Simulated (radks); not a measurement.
Run report: Se⁴⁺, atomic calculation

- system: the Se⁴⁺ ion in the configuration [Ar] 3d10 4s2.
- method: scalar-relativistic Kohn-Sham, exchange-only B88, spin-polarised, spherical densities, point nucleus (the in-house radial solver radks)

### Output
```
1s      1   1.0000        -461.56192108
2s      1   1.0000         -60.93315906
2p      1   3.0000         -53.83253103
3s      1   1.0000          -9.67467807
3p      1   3.0000          -7.45296383
3d      1   5.0000          -3.78041675
4s      1   1.0000          -2.23621679
4p      1   0.0000          -1.73684456
5s      1   0.0000          -0.94145703
4d      1   0.0000          -1.04986351
4f      1   0.0000          -0.59239462
1s      2   1.0000        -461.56192108
2s      2   1.0000         -60.93315906
2p      2   3.0000         -53.83253103
3s      2   1.0000          -9.67467807
3p      2   3.0000          -7.45296383
3d      2   5.0000          -3.78041675
4s      2   1.0000          -2.23621679
4p      2   0.0000          -1.73684456
5s      2   0.0000          -0.94145703
4d      2   0.0000          -1.04986351
4f      2   0.0000          -0.59239462
Etot -2425.053622733674
Ekin 2476.1622713651386
Encl -5792.248746873066
Eh 976.3412751404244
Exc -85.30842236617089
err 2.986379651193978e-10
it 15
```

### Orbitals

| orbital | occupation | energy (eV) | ⟨r⟩ (bohr) | outer maximum (bohr) |
| --- | --- | --- | --- | --- |
| 1s up | 1 | −12559.7 | 0.04408 | 0.0288 |
| 1s down | 1 | −12559.7 | 0.04408 | 0.0288 |
| 2s up | 1 | −1658.1 | 0.1959 | 0.164 |
| 2s down | 1 | −1658.1 | 0.1959 | 0.164 |
| 2p up | 3 | −1464.9 | 0.1711 | 0.132 |
| 2p down | 3 | −1464.9 | 0.1711 | 0.132 |
| 3s up | 1 | −263.261 | 0.5737 | 0.502 |
| 3s down | 1 | −263.261 | 0.5737 | 0.502 |
| 3p up | 3 | −202.805 | 0.5887 | 0.500 |
| 3p down | 3 | −202.805 | 0.5887 | 0.500 |
| 3d up | 5 | −102.870 | 0.6243 | 0.452 |
| 3d down | 5 | −102.870 | 0.6243 | 0.452 |
| 4s up | 1 | −60.851 | 1.593 | 1.42 |
| 4s down | 1 | −60.851 | 1.593 | 1.42 |
| 4p up | 0 | −47.262 | 1.801 | 1.59 |
| 4p down | 0 | −47.262 | 1.801 | 1.59 |
| 4d up | 0 | −28.568 | 2.415 | 2.12 |
| 4d down | 0 | −28.568 | 2.415 | 2.12 |

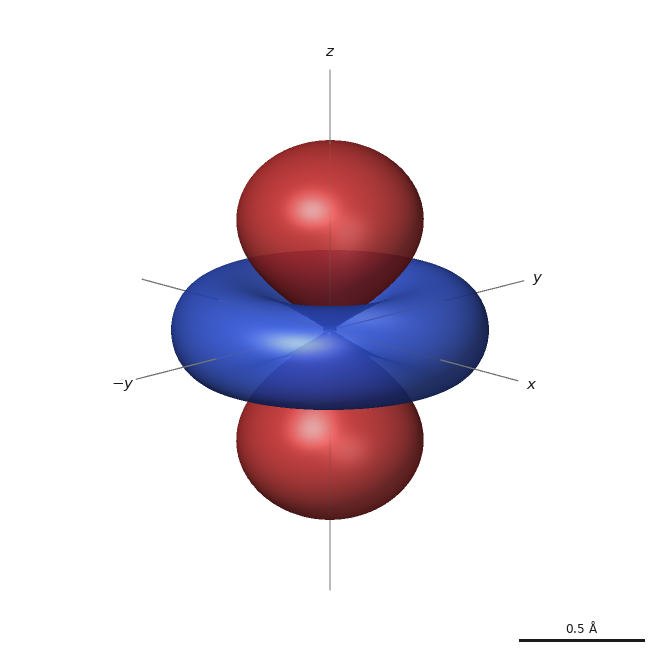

Figure 1. One occupied orbital is shown. The surface of constant |ψ| that holds about 95 % of the electron is drawn, red where ψ is positive and blue where it is negative. The radial function comes from the spherical calculation and is multiplied by a real spherical harmonic; the overall sign is chosen so that the largest lobe of P(r) is positive; at the scalar-relativistic level it is the large component. It is 3d(z²). It has two nodal cones about z and no radial node. The maximum of P² lies at 0.452 bohr, ⟨r⟩ = 0.624 bohr, 90 % of the charge lies within 1.03 bohr, and the eigenvalue is −102.9 eV, with 10 electrons in the shell.

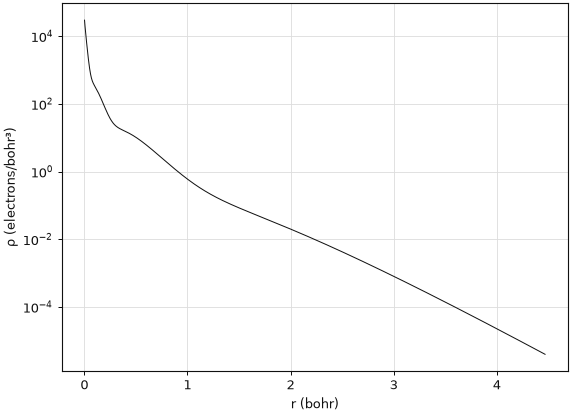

Figure 2. The electron density ρ(r) on a logarithmic scale. The density falls from 30000 electrons/bohr³ at the inner end (r = 0.0015 bohr) to 0.001 at r = 2.94 bohr, a common measure of the size of an atom or ion. The highest occupied orbital, 4s (⟨r⟩ = 1.59 bohr, −60.9 eV), is also the most diffuse and sets the fall-off far out: over the last part drawn ln ρ falls by 3.7 per bohr, against 2√(−2ε) = 4.2 for the pure exponential. The steps in the slope mark the shells; the radial density has its minima at 0.064 and 0.30 bohr.

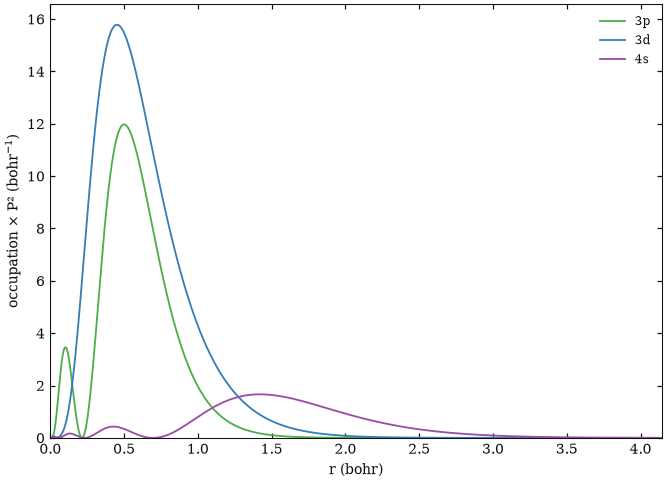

Figure 3. The radial probability densities P² of 4s, 3d and 3p, each times its occupation. 3p: outer maximum at 0.500 bohr, ⟨r⟩ = 0.589 bohr, 1 node, eigenvalue −202.8 eV; 3d: outer maximum at 0.452 bohr, ⟨r⟩ = 0.624 bohr, 0 nodes, eigenvalue −102.9 eV; 4s: outer maximum at 1.42 bohr, ⟨r⟩ = 1.59 bohr, 3 nodes, eigenvalue −60.9 eV.

### The input
```
Z 34
configuration [Ar] 3d10 4s2 4p0 5s0 4d0 4f0
relativity scalar-relativistic
functional b88,
spin polarised
nucleus point
c 137.035999084
```

Energies in input and log are in hartree, lengths in bohr.

Launched within a batch (the task file carries these settings):
```bash
python <driver script> task.json out
```

### Key numbers

| quantity | value |
| --- | --- |
| outcome | converged |
| total energy | −2425.0536 hartree |
| kinetic energy | 2476.1623 hartree |
| electron–nucleus energy | −5792.2487 hartree |
| Hartree energy | 976.341275 hartree |
| exchange–correlation energy | −85.308422 hartree |
| radius at density 0.001 e/bohr³ | 2.94 bohr |
| SCF iterations | 15 |
| hardware | 1 thread of Arm Neoverse N1, 77 GiB of memory available, shared host |
